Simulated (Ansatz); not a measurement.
# SiC (wurtzite): map of one atom of the cell

SiC (wurtzite)

```
CELL_PARAMETERS angstrom
      3.09195     0.00000     0.00000
     -1.54598     2.67771     0.00000
      0.00000     0.00000     5.07427
ATOMIC_POSITIONS crystal
  Si 0.66667 0.33333 0.00052
  Si 0.33333 0.66667 0.50052
  C  0.66667 0.33333 0.62468
  C  0.33333 0.66667 0.12468
```

Two-dimensional scan of atom 2 (Si, nearest neighbour C at 1.893 Å; its periodic images, 3.1 Å or more away, move with it): u runs along (1.000, 0.000, 0.000), v along (0.000, 1.000, 0.000) (Cartesian). Cell and other atoms are fixed.

Level of theory: PBE (plane waves to 420 eV, PAW, scalar-relativistic; Ansatz, a quantum-chemistry and plane-wave program). k mesh 10×10×5 (Γ-centred), Fermi-Dirac smearing 0.05 eV. E stands for the smeared free energy. Compression counts positive. Points where atoms come too close for the PAW data are left out (x in tables, blank in figures). SiC was relaxed with its symmetry unable to fall. The zero of ΔE is the undisplaced structure. Axes are in Å.

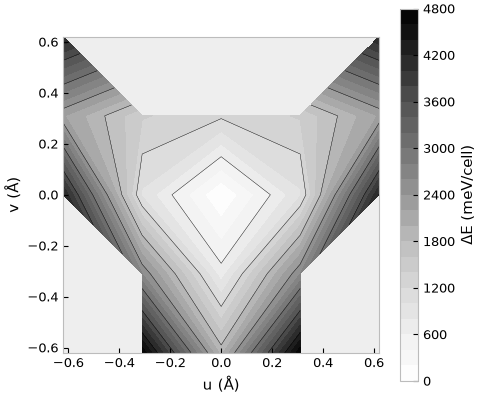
Figure. ΔE (meV/cell) over the 5×5 grid of computed points.

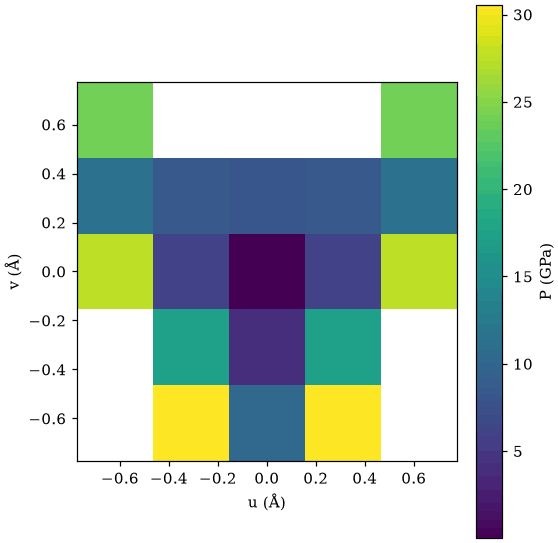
Figure: P (GPa) over the 5×5 grid of computed points.

Lowest place on the grid: u = 0.000 Å, v = 0.000 Å (0 meV/cell).

(For displaced atoms, the force is minus the slope of the energy, and its curvature is a force constant, which sets phonon frequencies.)
